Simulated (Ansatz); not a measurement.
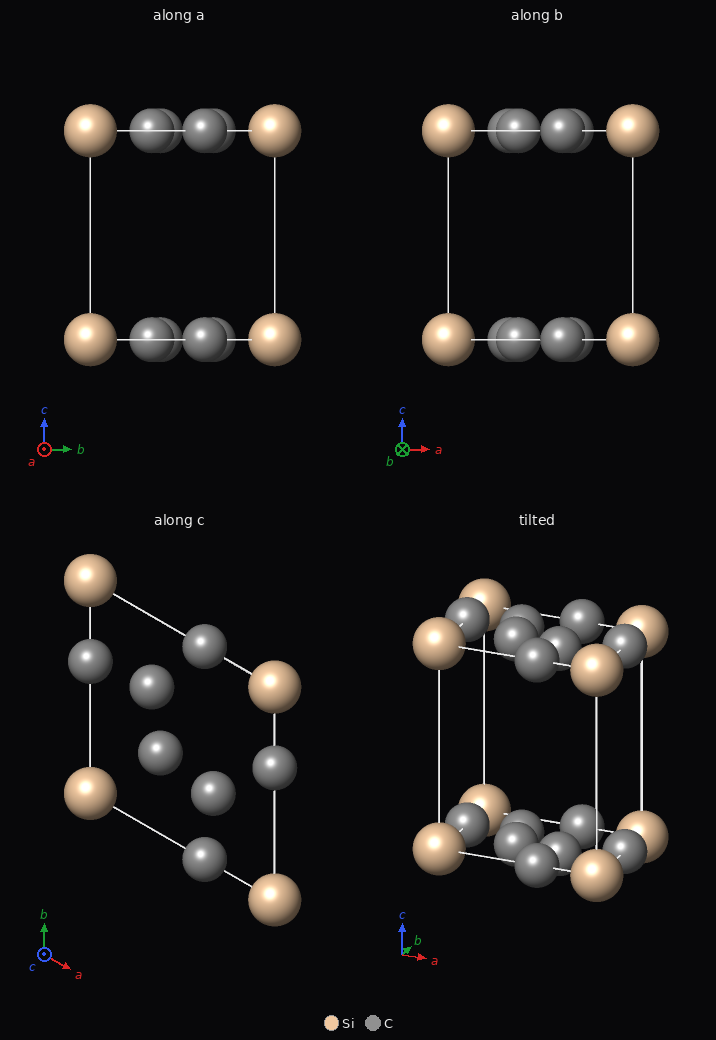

A spheres-only rendering, viewed along the a axis, along the b axis, along the c axis and slightly off an axis. The edges of the conventional unit cell are marked.

Lattice parameters: a = 4.650 Å, b = 4.650 Å, c = 4.563 Å, α = 90.00°, β = 90.00°, γ = 120.00°.

Question: Put the structure into a table of Wyckoff sites, with free fractional coordinates to two decimals.

Answer: Space group P-62m (No. 189).
```
atom  site       x       y     z
  Si    1a    0.00    0.00  0.00
   C    3f    0.00    0.62  0.00
   C    2c  0.3333  0.6667  0.00
```

Its origin is a structure type filled with these elements by a generator (whether the compound takes this form wasn't checked). Earlier steps of the study may have refined or changed the cell and positions. A calculation with Ansatz used it as input.
